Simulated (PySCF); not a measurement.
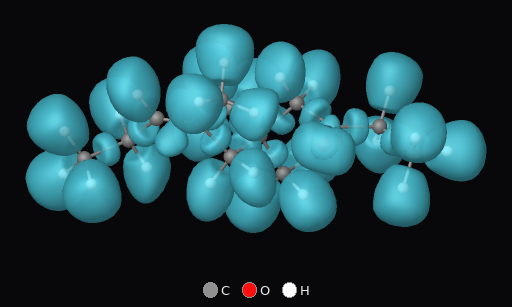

C13H24O (SMILES CC/C=C(/C)CC(C)(C)CC(=O)CC). Isosurface of the ELF at 0.75 (cyan), seen from one side. Only the valence region is drawn (cores and ρ < 0.01 e/Å³ removed).

Geometry: GFN2-xTB.

The calculation used PySCF, wB97X-D/6-31G*, SCF density, gas phase, non-relativistic.

```xyz
38

C    -4.7306   -1.2672    0.5125
C    -3.4125   -1.0663   -0.2344
C    -2.8460    0.2918    0.0411
C    -1.6123    0.6245    0.4090
C    -1.2872    2.0756    0.6646
C    -0.5004   -0.3632    0.6407
C     0.4619   -0.5850   -0.5472
C    -0.3210   -0.9164   -1.8188
C     1.3835   -1.7611   -0.2076
C     1.3280    0.6653   -0.8324
C     2.2900    1.0004    0.2862
O     1.9282    1.3685    1.3772
C     3.7534    0.8513   -0.0740
C     4.6779    1.1443    1.0994
H    -5.4595   -0.5175    0.2119
H    -4.5726   -1.1802    1.5853
H    -5.1434   -2.2517    0.3023
H    -3.5975   -1.1651   -1.3093
H    -2.7130   -1.8510    0.0540
H    -3.5714    1.0899   -0.0737
H    -2.0502    2.5288    1.2954
H    -1.2629    2.6421   -0.2676
H    -0.3267    2.1787    1.1606
H    -0.9267   -1.3337    0.9001
H     0.0882   -0.0244    1.4949
H    -0.9856   -0.0989   -2.0852
H     0.3584   -1.0974   -2.6494
H    -0.9215   -1.8095   -1.6701
H     1.9187   -1.5761    0.7215
H     2.1092   -1.9227   -1.0029
H     0.8047   -2.6747   -0.0899
H     0.6626    1.5162   -0.9771
H     1.8854    0.4997   -1.7557
H     3.9122   -0.1639   -0.4451
H     3.9603    1.5352   -0.9020
H     5.7185    1.0322    0.8052
H     4.4695    0.4633    1.9208
H     4.5199    2.1586    1.4566
```

### Identify the bonds, lone pairs and shells in this picture.

The surface consists of twelve regions between bonded C–C atoms (shared pairs), 24 regions around hydrogen nuclei and one region on O in which the atom's valence shell and bonds are merged.

Values along the shortest contacts:
C–O (1.21 Å): the ELF peaks at about 0.85 between the atoms: a multiple bond. C–C (1.33 Å): the ELF peaks at about 0.95 between the atoms; a multiple bond.
